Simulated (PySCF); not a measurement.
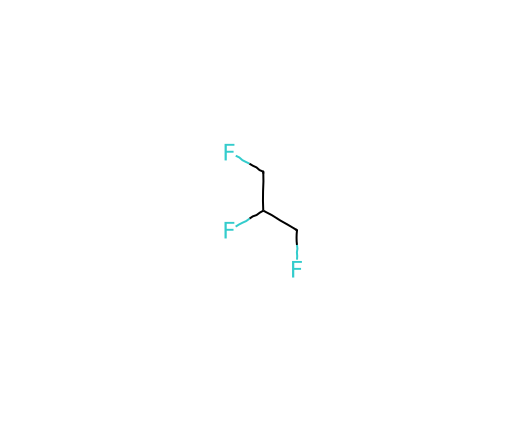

Skeletal drawing of a molecule.

> Transcribe the drawing into SMILES.

FCC(F)CF

> What is the molecular formula?

C3H5F3.

The parts below concern this one geometry. Atoms keep their numbers from picture to picture. The computed structure is the end point of a PBE0-D3(BJ)/def2-SVP optimisation. No frequency run is at hand to confirm it as a minimum.

**Shape**

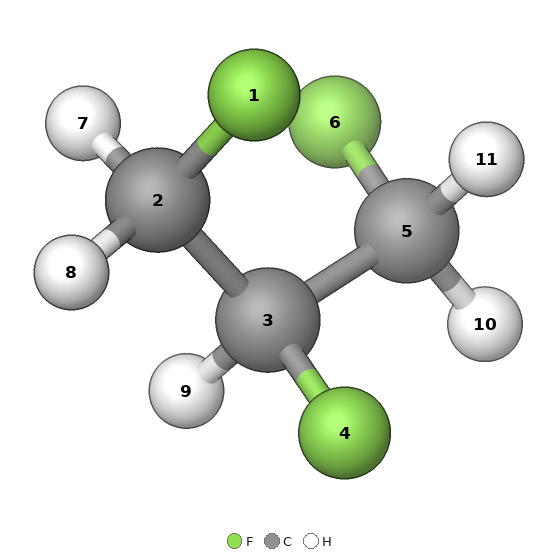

Numbered structure. No frequency run is at hand to confirm it as a minimum.

> How are the neighbours of atom 3 arranged?

C3 has 4 neighbours (C2 at 1.51, F4 at 1.37, C5 at 1.52, H9 at 1.11 Å); the arrangement is tetrahedral.

> How are the neighbours of atom 2 arranged?

C2 has 4 neighbours (F1 at 1.37, C3 at 1.51, H7 at 1.10, H8 at 1.10 Å); the arrangement is tetrahedral.

> Describe the coordination of atom 5.

C5 has 4 neighbours (C3 at 1.52, F6 at 1.37, H10 at 1.10, H11 at 1.10 Å); the arrangement is tetrahedral.

> What is the dihedral angle F1–C2–C3–F4?

68° in size, that is gauche.

**Levels of theory compared**

No frequency run is at hand to confirm it as a minimum. Program: PySCF 2.14.0.

Compare HOMO–LUMO gap (eV), dipole (D) at these levels: B97-2/pcSseg-2; BHandHLYP/pcSseg-2; CAM-B3LYP/pcSseg-2; LC-wPBE/pcSseg-2; PBE0/6-31G; PBE0/STO-3G; PBE0/pcSseg-2; WP04/pcSseg-2; mPW1PW91/pcSseg-2; ωB97X-D/pcSseg-2.

| level | HOMO–LUMO gap (eV) | dipole (D) |
| --- | --- | --- |
| B97-2/pcSseg-2 | 9.87 | 1.60 |
| BHandHLYP/pcSseg-2 | 12.26 | 1.73 |
| CAM-B3LYP/pcSseg-2 | 12.29 | 1.68 |
| LC-wPBE/pcSseg-2 | 14.70 | 1.68 |
| PBE0/6-31G | 11.36 | 1.78 |
| PBE0/STO-3G | 12.32 | 0.86 |
| PBE0/pcSseg-2 | 10.13 | 1.62 |
| WP04/pcSseg-2 | 10.03 | 1.72 |
| mPW1PW91/pcSseg-2 | 10.12 | 1.62 |
| ωB97X-D/pcSseg-2 | 13.78 | 1.64 |

**NMR shielding**

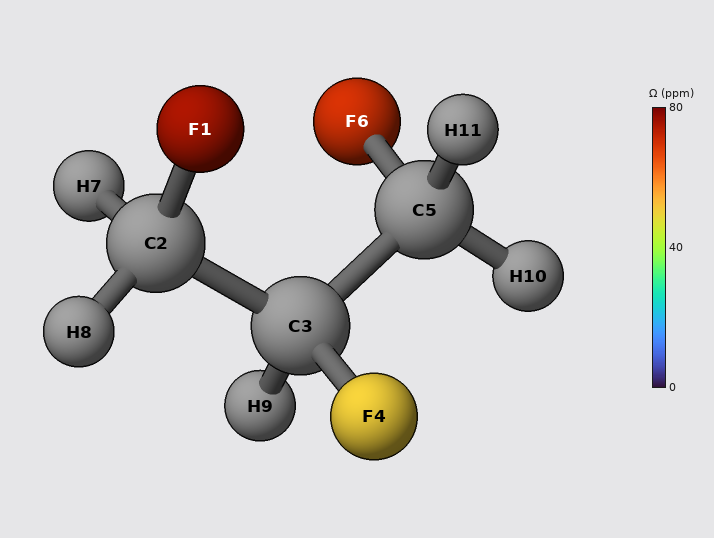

The F atoms are coloured by the span of their shielding tensor. No frequency run is at hand to confirm it as a minimum. Level of theory: GIAO PBE0/STO-3G NMR shielding, non-relativistic, gas phase (PySCF 2.14.0). Principal shieldings σ11 ≤ σ22 ≤ σ33, span Ω = σ33 − σ11, skew κ = 3(σiso − σ22)/Ω.

Give the shielding tensors of the F atoms.

```csv
atom,σ11,σ22,σ33,σiso,Ω,κ
F1,409.9,474.0,485.1,456.3,75.2,−0.70
F4,411.4,452.1,461.8,441.8,50.5,−0.61
F6,413.2,469.6,482.9,455.2,69.8,−0.62
```

Shieldings and span in ppm.

**Charges**

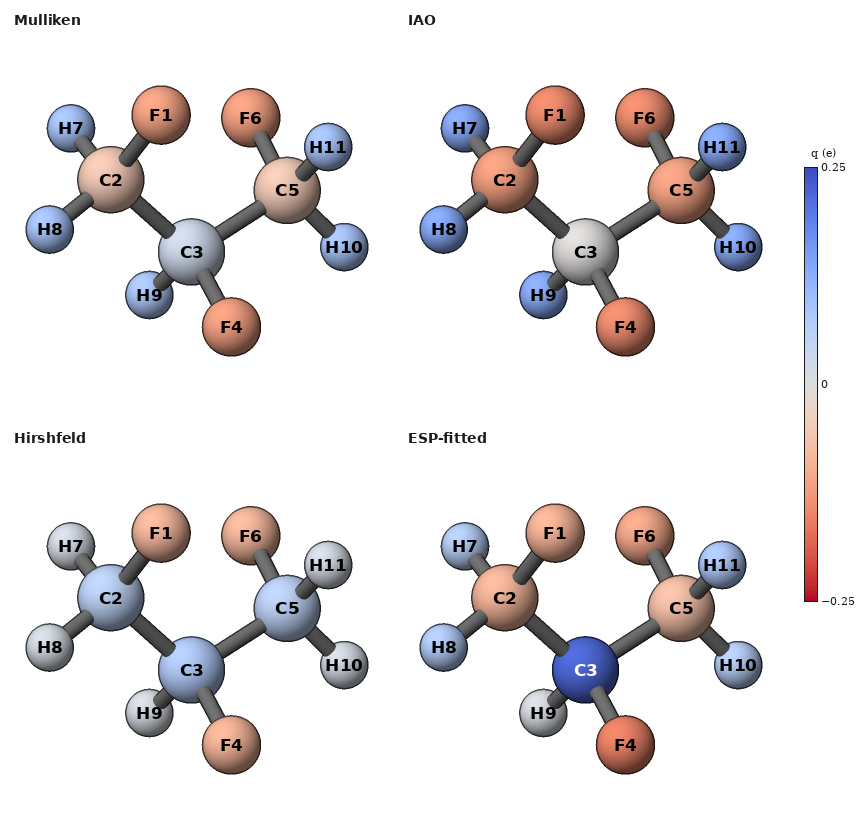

Atomic charges of one calculation by 4 schemes, on one colour scale. No frequency run is at hand to confirm it as a minimum. Computed with PBE0/STO-3G (PySCF 2.14.0).

> Which scheme gives the most polar picture (largest mean size of the charges)?

The IAO charges are the largest in size here, and the Hirshfeld charges the smallest.

> On which atom do the schemes disagree most?

On C3 (from 0.00 to 0.22 e).

List the charges (e), one line for each set of equivalent atoms. Atoms whose distances differ by more than 0.02 Å in this geometry are listed apart.

```json
{"atom": "F1", "Mulliken": "−0.11", "IAO": "−0.14", "Hirshfeld": "−0.08", "ESP-fitted": "−0.09"}
{"atom": "C2", "Mulliken": "−0.05", "IAO": "−0.11", "Hirshfeld": "0.05", "ESP-fitted": "−0.08"}
{"atom": "C3", "Mulliken": "0.03", "IAO": "0.00", "Hirshfeld": "0.07", "ESP-fitted": "0.22"}
{"atom": "F4", "Mulliken": "−0.11", "IAO": "−0.14", "Hirshfeld": "−0.09", "ESP-fitted": "−0.15"}
{"atom": "C5", "Mulliken": "−0.05", "IAO": "−0.11", "Hirshfeld": "0.05", "ESP-fitted": "−0.07"}
{"atom": "F6", "Mulliken": "−0.11", "IAO": "−0.14", "Hirshfeld": "−0.08", "ESP-fitted": "−0.10"}
{"atom": "H7", "Mulliken": "0.08", "IAO": "0.13", "Hirshfeld": "0.02", "ESP-fitted": "0.06"}
{"atom": "H8", "Mulliken": "0.08", "IAO": "0.13", "Hirshfeld": "0.02", "ESP-fitted": "0.07"}
{"atom": "H9", "Mulliken": "0.08", "IAO": "0.13", "Hirshfeld": "0.01", "ESP-fitted": "0.01"}
{"atom": "H10", "Mulliken": "0.08", "IAO": "0.13", "Hirshfeld": "0.01", "ESP-fitted": "0.06"}
{"atom": "H11", "Mulliken": "0.09", "IAO": "0.13", "Hirshfeld": "0.02", "ESP-fitted": "0.07"}
```

Mulliken values depend strongly on the basis set and can even reverse the polarity of a bond.
